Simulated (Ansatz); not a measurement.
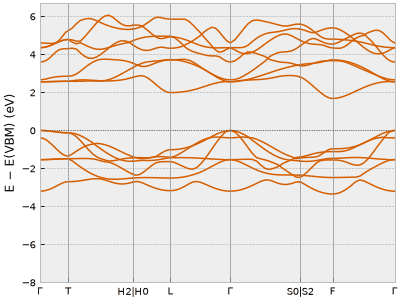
Fig. 1. Band structure from the program Ansatz at the r²SCAN level (PAW)

Problem. Read off the gap and where the band edges lie.

Solution. About 1.7 eV (1.68 eV by a search for the band edges); maximum at Γ, minimum at F.

Problem. Which of these materials gives this?
A. RbLaS2, R-3m (Rb on 3a, La on 3b, S on 6c)
B. In7Te10, R32 (Pearson symbol hR34)
C. KYTe2, R-3m (K on 3b, Y on 3a, Te on 6c)
D. KCrF6, R-3 (K on 3a, Cr on 3b, F on 18f)

Solution. C, KYTe2, R-3m (K on 3b, Y on 3a, Te on 6c)

The workflow started from a Materials Project entry (that database holds measured and hypothetical structures alike); the Crystallography Open Database copy checked does not list it. Its standing as an ambient phase is unchecked. The cell was relaxed with r²SCAN under the symmetry of its start; its stability against distortions is not shown here. The run is not spin-polarised. Scalar-relativistic: spin–orbit coupling is off unless named, which matters more the heavier the elements.

Potentials: the later of the program's two PAW sets.
